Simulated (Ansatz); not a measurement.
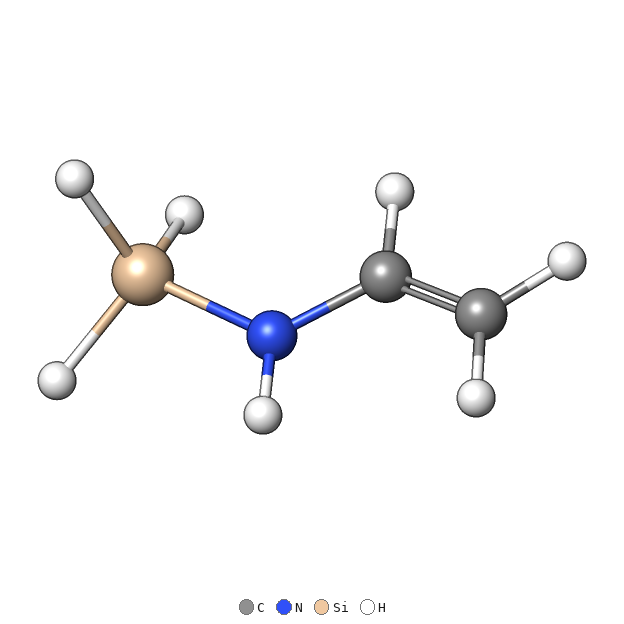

Sticks follow a distance rule. Harmonic vibrations computed with RKS PBE0-D4/def2-TZVP (Ansatz 0.2.0) at a stationary point of the same level.

> How many imaginary frequencies does it have?

A minimum: no imaginary frequency, and the lowest mode lies at 69 cm⁻¹.

> How many vibrational modes are there, and where do they lie?

27 modes: 69, 98, 206, 434, 488, 679, 694, 704, 827, 835, 917, 963, 978, 1003, 1024, 1242, 1340, 1356, 1467, 1717, 2201, 2230, 2243, 3159, 3167, 3268, 3615 cm⁻¹.
